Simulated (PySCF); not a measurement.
HfBr (doublet)

```json
{"atom": "Hf", "x (Å)": "0.0000", "y (Å)": "0.0000", "z (Å)": "-0.7542"}
{"atom": "Br", "x (Å)": "0.0000", "y (Å)": "0.0000", "z (Å)": "1.7198"}
```

⟨S²⟩ = 0.86, above the pure value of 0.75; core potentials replace the inner electrons of Hf.

Theory: PBE0/def2-TZVPPD, non-relativistic Hamiltonian with scalar-relativistic core potentials where named, at a bond length of 2.474 Å (PySCF).

What will maps of the electron density, electron localisation function and spin density show?

Hf–Br (2.47 Å): ρ at the midpoint is about 0.58 e/Å³; the ELF peaks at about 0.80 in the valence shell of Br, 1.0 Å from its nucleus, and is about 0.50 at the midpoint.
The unpaired spin (1 electron) lies mostly on Hf1 (about 1.0), in electrons by Hirshfeld's partition.

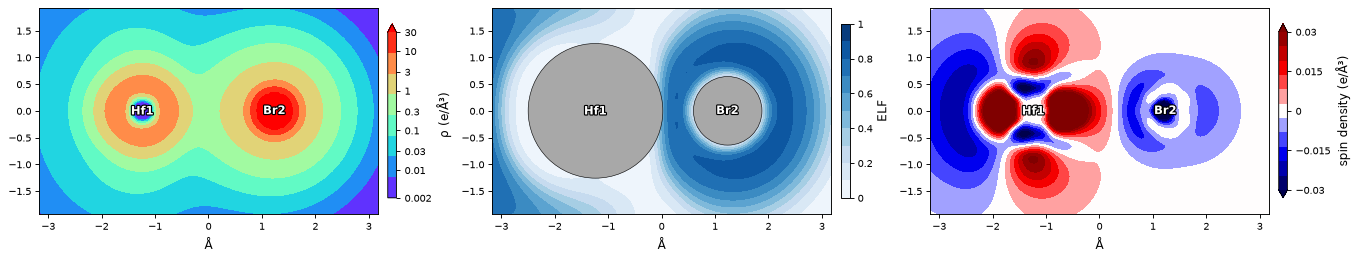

Computed electron density, electron localisation function and spin density on a plane that holds the molecular axis, in this order. Grey discs cover the atomic cores in the ELF map. 
